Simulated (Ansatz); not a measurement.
```cif
data_structure
_symmetry_space_group_name_H-M 'P 1'
_symmetry_Int_Tables_number 1
_cell_length_a 4.0552
_cell_length_b 8.1095
_cell_length_c 5.7295
_cell_angle_alpha 90.000
_cell_angle_beta 90.000
_cell_angle_gamma 90.000
_cell_volume 188.42
loop_
_atom_site_label
_atom_site_type_symbol
_atom_site_fract_x
_atom_site_fract_y
_atom_site_fract_z
_atom_site_occupancy
Al1 Al 0.00000 0.00000 0.00035 1
Al2 Al 0.50000 0.24973 0.50001 1
Al3 Al 0.50000 0.75027 0.50001 1
Ga1 Ga 0.00000 0.50000 0.99984 1
As1 As 0.00000 0.75080 0.74913 1
As2 As 0.50000 0.00000 0.24988 1
As3 As 0.00000 0.24920 0.74913 1
As4 As 0.50000 0.50000 0.25164 1
```

Space group Pmm2; a structure generated by program, which may or may not match a known phase.

Method: DFT PBE, scalar-relativistic, plane waves, PAW in Ansatz 0.2.0.

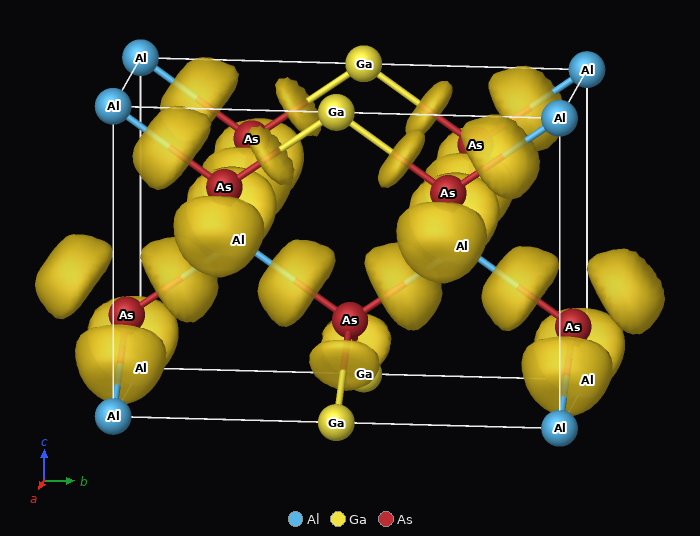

Al3GaAs4. Isosurface of the ELF at 0.7 (yellow), seen at an oblique angle. Core shells and regions of very low density are left out. Sticks mark near contacts.

Core electrons are frozen (PAW), and the valence fields are smoothed inside the atomic spheres.

**Identify the bonds, lone pairs and shells in this picture.**

The surface consists of twelve regions between bonded Al–As atoms (shared pairs) and four regions between bonded As–Ga atoms (shared pairs), counted in one cell of 8 atoms. Regions shared between cells count once.

Values along the shortest contacts:
Al–As (2.48 Å): the ELF peaks at about 0.95 between the atoms; a covalent bond. Ga–As (2.49 Å): the ELF peaks at about 0.80 between the atoms: localised, covalent bonding.

**Which way does charge flow, and how much by Bader's partition?**

Electrons move from Al and Ga towards As. Bader charges: Al +1.95, Ga +0.69 and As −1.95 to −1.32 e.
